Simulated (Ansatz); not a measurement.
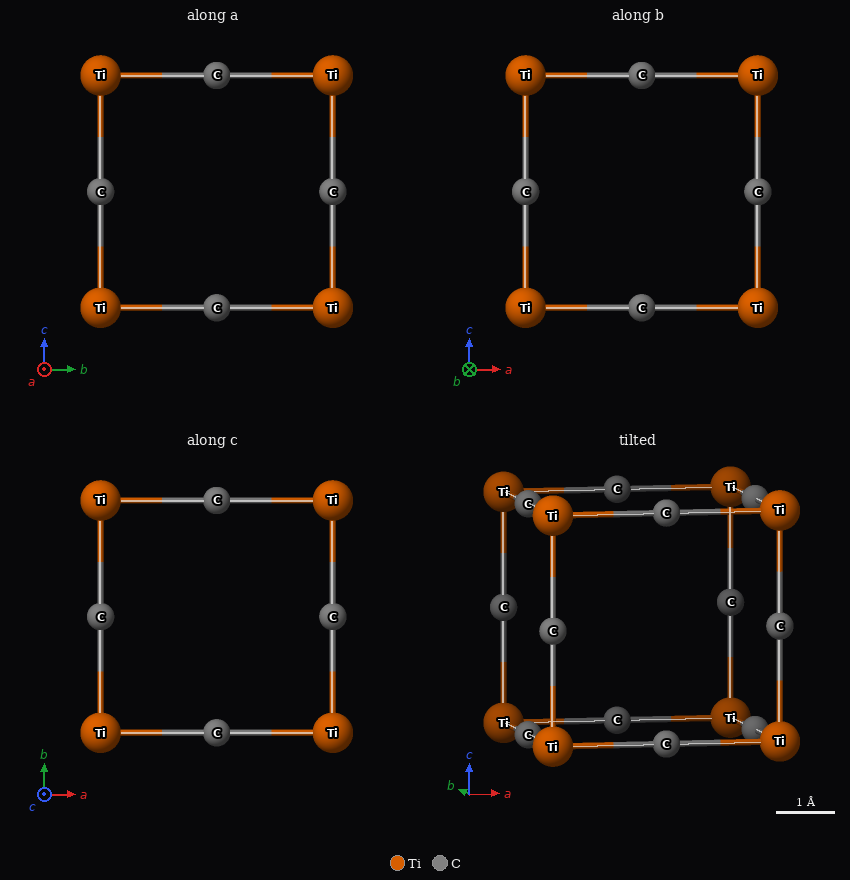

The image is a ball-and-stick drawing of a crystal, viewed along the a axis, along the b axis, along the c axis and slightly off an axis. The conventional unit cell is outlined; an atom on or near a face, edge or corner is repeated at each equivalent position.

Lattice parameters: a = 4.049 Å, b = 4.049 Å, c = 4.049 Å, α = 90.00°, β = 90.00°, γ = 90.00°.

Reconstruct the structure as a table of Wyckoff sites.

Answer. Space group Pm-3m (No. 221).
```json
{"atom": "Ti", "site": "1a", "x": "0.0000", "y": "0.0000", "z": "0.0000"}
{"atom": "C", "site": "3d", "x": "0.5000", "y": "0.0000", "z": "0.0000"}
```

Provenance: a random cell made by a generator, so it need not be a real form of the compound. What is shown is the relaxed result from DFT PBE, scalar-relativistic, plane waves, PAW (Ansatz 0.2.0).
